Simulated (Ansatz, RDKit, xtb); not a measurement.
# C5H6BClO: which of the isomers drawn lies lowest?, part 2 of 2

Which of a sample of isomers of C5H6BClO is the most stable in the gas at 298.15 K, and what are its properties? The sample is small against all isomers, and the most stable one of this formula need not be in it.

xtb, Ansatz and PySCF; isolated molecules.

### 10 c673b at MP2/def2-TZVPP

File input.yaml:

```yaml
crystal:
  periodic: [false, false, false]
  atoms:
    - {symbol: C, position_ang: [-1.467368, 1.804730, 1.937140]}
    - {symbol: C, position_ang: [-0.315585, 1.367563, -0.069536]}
    - {symbol: C, position_ang: [0.340116, 0.226185, 0.325330]}
    - {symbol: C, position_ang: [0.845242, 0.910984, -2.066627]}
    - {symbol: C, position_ang: [-0.017623, 1.779646, -1.494087]}
    - {symbol: B, position_ang: [1.146859, -0.169891, -0.927477]}
    - {symbol: Cl, position_ang: [2.218983, -1.557733, -1.108647]}
    - {symbol: O, position_ang: [-1.163633, 2.163779, 0.591694]}
    - {symbol: H, position_ang: [-2.173371, 2.564568, 2.317515]}
    - {symbol: H, position_ang: [-0.547427, 1.798350, 2.559920]}
    - {symbol: H, position_ang: [-1.936268, 0.798492, 1.979605]}
    - {symbol: H, position_ang: [0.266788, -0.244416, 1.311974]}
    - {symbol: H, position_ang: [1.217616, 0.990784, -3.097272]}
    - {symbol: H, position_ang: [-0.483153, 2.679223, -1.927249]}
basis:
  gaussian:
    orbitals: def2-TZVPP
correlation:
  method: mp2
  frozen_orbitals: {B: 1, C: 1, Cl: 5, O: 1, H: 0}
```

Run with:

```sh
$ ansatz run input.yaml --threads 2 --pin off --max-ram 5220MiB --events-out events.jsonl --progress --plain --runs-dir runs
```

The log of the run:

```text
Warning: RAYON_NUM_THREADS=2 ignored (pool sized by the plan → 2); use --threads N
Functional definition: HF
  name "HF"
  exchange = exact_x
  correlation = 0
2084 factors; integrals over basis functions are off by at most 1.2e-3 eV
mean field evaluation 1: about -20457.9707 eV, gradient 4.0e1 eV
mean field evaluation 2: about -20458.4030 eV, gradient 4.1e1 eV
mean field evaluation 4: about -20462.9379 eV, gradient 4.7e0 eV
mean field evaluation 8: about -20463.0185 eV, gradient 3.2e-1 eV
mean field -20463.01917284 eV, -752.0020842694 hartree, gradient 5.0e-6 eV, S^2 0.000000; 0 other end points of the search recorded, 0 dependent functions left out; unrestricted orbitals would lower it
mean field evaluation 16: about -20463.0650 eV, gradient 2.6e0 eV
12 core orbitals not correlated: weight in the atoms' cores, before any rotation towards them, 1.000 or more for the frozen orbitals, at most 0.000 for the correlated occupied ones
reference -20463.01917284 eV, -752.0020842694 hartree; 21, 21 occupied and 310, 310 virtual orbitals, 2084 factors
second order -35.58560928 eV of doubles, -0.00000000 eV of singles
Total energy: -20498.60478213 eV, -753.3098312898 hartree
```

Wall time 19 s (2 threads of Arm Neoverse V2, shared host); peak memory 1.2 GiB.

### 11 c831a at CCSD(T)/def2-SVP

File input.yaml:

```yaml
crystal:
  periodic: [false, false, false]
  atoms:
    - {symbol: C, position_ang: [-1.111007, -2.368524, -0.044889]}
    - {symbol: C, position_ang: [-0.079409, 1.357097, -0.734971]}
    - {symbol: C, position_ang: [0.211236, 1.804053, -1.979169]}
    - {symbol: C, position_ang: [0.078532, 0.691577, -2.987324]}
    - {symbol: C, position_ang: [-0.295271, -0.504560, -2.463283]}
    - {symbol: B, position_ang: [-0.438448, -0.185961, -0.918691]}
    - {symbol: Cl, position_ang: [0.405133, 1.039899, -4.654322]}
    - {symbol: O, position_ang: [-0.789048, -0.994761, 0.108911]}
    - {symbol: H, position_ang: [-2.145665, -2.539529, 0.316983]}
    - {symbol: H, position_ang: [-0.421811, -2.972514, 0.580262]}
    - {symbol: H, position_ang: [-1.034597, -2.705165, -1.099337]}
    - {symbol: H, position_ang: [-0.052072, 1.985804, 0.166161]}
    - {symbol: H, position_ang: [0.509157, 2.817119, -2.291573]}
    - {symbol: H, position_ang: [-0.433607, -1.408021, -3.070157]}
basis:
  gaussian:
    orbitals: def2-SVP
magnetization:
  spin_polarized: false
correlation:
  method: ccsd_t
  frozen_orbitals: {B: 1, C: 1, Cl: 5, O: 1, H: 0}
```

Run with:

```sh
$ ansatz run input.yaml --threads 2 --pin off --max-ram 5220MiB --events-out events.jsonl --progress --plain --runs-dir runs
```

The log of the run, shortened:

```text
Warning: RAYON_NUM_THREADS=2 ignored (pool sized by the plan → 2); use --threads N
[... 2 set-up lines as earlier in the session ...]
[...]
1476 factors; integrals over basis functions are off by at most 1.3e-3 eV
[...]
mean field -20449.80933623 eV, -751.5166317278 hartree, gradient 9.0e-6 eV, S^2 0.000000; 0 other end points of the search recorded, 0 dependent functions left out; unrestricted orbitals would lower it
12 core orbitals not correlated: weight in the atoms' cores, before any rotation towards them, 1.000 or more for the frozen orbitals, at most 0.000 for the correlated occupied ones
reference -20449.80933623 eV, -751.5166317278 hartree; 21, 21 occupied and 113, 113 virtual orbitals, 1476 factors
second order -28.58803051 eV of doubles, -0.00000000 eV of singles
cycle   1  -29.27527060 eV  change   -6.9e-1 eV  update   1.3e-1
[...]
cycle  10  -30.27085055 eV  change    1.4e-5 eV  update   5.0e-5
perturbative correction -1.12573220 eV, -0.0413698951 hartree
Total energy: -20481.20591898 eV, -752.6704348624 hartree
```

Run time: 61 s. Hardware: 2 threads of Arm Neoverse V2, shared host; peak memory 1.3 GiB.

For c673b, c831a, c359a, c716a the log finds that unrestricted Hartree-Fock orbitals lie lower, a sign to watch the closed-shell reference there.

### 12 The ranking

Energies in kcal/mol from c831a; G adds the thermal terms to the CCSD(T)/def2-SVP + MP2/def2-TZVPP - MP2/def2-SVP energy. The columns left of the relaxed level are at the tight-binding geometries.

| label | SMILES | spin | GFN2-xTB | HF/STO-3G | r2SCAN-D4/def2-SVP | PBE-D3(BJ)/def2-SVP | HF/def2-SVP | MP2/def2-SVP | CCSD(T)/def2-SVP + MP2/def2-TZVPP - MP2/def2-SVP | G | share at equilibrium | T1 |
| --- | --- | --- | --- | --- | --- | --- | --- | --- | --- | --- | --- | --- |
| c831a | COB1C=CC(Cl)=C1 | singlet | 0.0 | 0.0 | 0.0 | 0.0 | 0.0 | 0.0 | 0.0 | 0.0 | 99.3 % | 0.014 |
| c359a | COB1C=CC=C1Cl | singlet | 0.8 | 0.2 | 2.8 | 2.5 | 2.5 | 3.1 | 3.1 | 3.1 | 0.5 % | 0.014 |
| c673b | COC1=CB(Cl)C=C1 | singlet | 3.0 | 6.1 | 0.2 | -0.1 | -1.4 | 1.5 | 3.1 | 3.7 | 0.2 % | 0.014 |
| c716a | COC1=CC=CB1Cl | singlet | 9.3 | 16.9 | 12.3 | 10.9 | 12.4 | 14.6 | 16.0 | 16.1 | < 0.1 % | 0.015 |

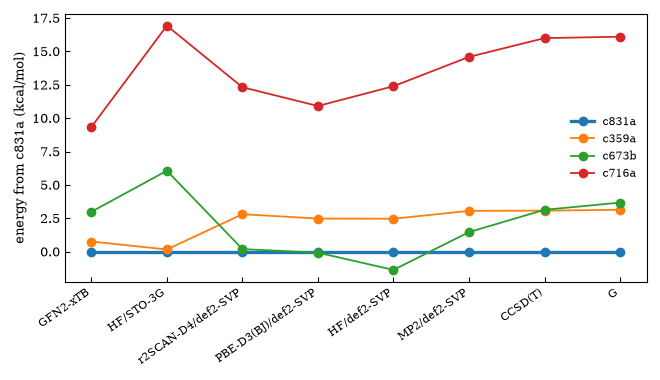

The finalists at each level, measured from c831a.

Lowest found: c831a, `COB1C=CC(Cl)=C1`, a singlet. Bond lengths: C2–C3 1.354 Å, C3–C4 1.507 Å, C4–C5 1.358 Å, C2–B6 1.595 Å, C5–B6 1.584 Å, C4–Cl7 1.734 Å, C1–O8 1.419 Å, B6–O8 1.354 Å, C1–H9 1.109 Å, C1–H10 1.109 Å, C1–H11 1.110 Å, C2–H12 1.099 Å, C3–H13 1.101 Å, C5–H14 1.097 Å. Some angles: C2–C3–C4 110.6°, C3–C2–B6 105.2°, C3–C4–C5 114.6°, C3–C4–Cl7 118.6°, C5–C4–Cl7 126.8°, C4–C5–B6 102.9°, C2–B6–C5 106.7°, C2–B6–O8 123.3°, C5–B6–O8 130.1°, C1–O8–B6 123.7°.

```xyz
14

C    -1.1110   -2.3685   -0.0449
C    -0.0794    1.3571   -0.7350
C     0.2112    1.8041   -1.9792
C     0.0785    0.6916   -2.9873
C    -0.2953   -0.5046   -2.4633
B    -0.4384   -0.1860   -0.9187
Cl    0.4051    1.0399   -4.6543
O    -0.7890   -0.9948    0.1089
H    -2.1457   -2.5395    0.3170
H    -0.4218   -2.9725    0.5803
H    -1.0346   -2.7052   -1.0993
H    -0.0521    1.9858    0.1662
H     0.5092    2.8171   -2.2916
H    -0.4336   -1.4080   -3.0702
```

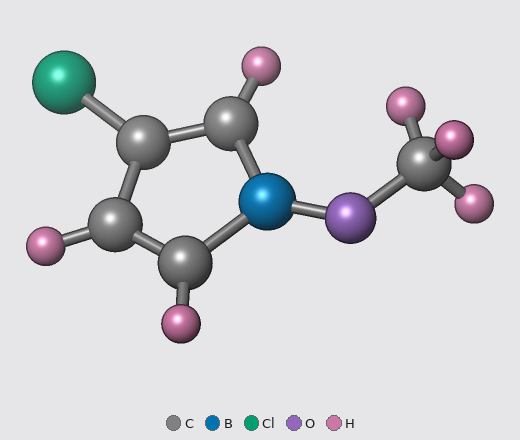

The lowest structure found, seen from a chosen angle (carbon grey, boron blue, chlorine teal, oxygen purple, hydrogen pink).

### 13 Outcome

The summary covers parts 1 to 2.

| quantity | value |
| --- | --- |
| lowest structure found | COB1C=CC(Cl)=C1, singlet |
| next finalist | COB1C=CC=C1Cl, singlet, 3.1 kcal/mol higher in G |
| share at equilibrium, among the finalists | 99.3 % |
| funnel | 17 starts, 17 minima at GFN2-xTB from these starts (20 with those found later), 19 screening runs, 4 relaxed, 4 ranked |
| CPU time of all runs | 16 min |

The lowest structure found is `COB1C=CC(Cl)=C1`. The margin of 3.1 kcal/mol over the next finalist is beyond the usual error of the last level; it says nothing of structures that weren't ranked. GFN2-xTB, HF/STO-3G, r2SCAN-D4/def2-SVP and MP2/def2-SVP already put its bonding pattern lowest among the structures in one piece; PBE-D3(BJ)/def2-SVP and HF/def2-SVP favour the singlet COC1=CB(Cl)C=C1. The largest share of the time went into the final energies (68 % of the CPU time that the search's summary counts). One minimum inside the window was never screened. Lowest found is not proven lowest: the search is finite, and each finalist counts with one conformer. Only 10 drawn patterns were tried, so whole families of isomers are missing, and the result ranks this sample alone. The lowest isomer need not be the one that is made and kept in a bottle, which depends on barriers.
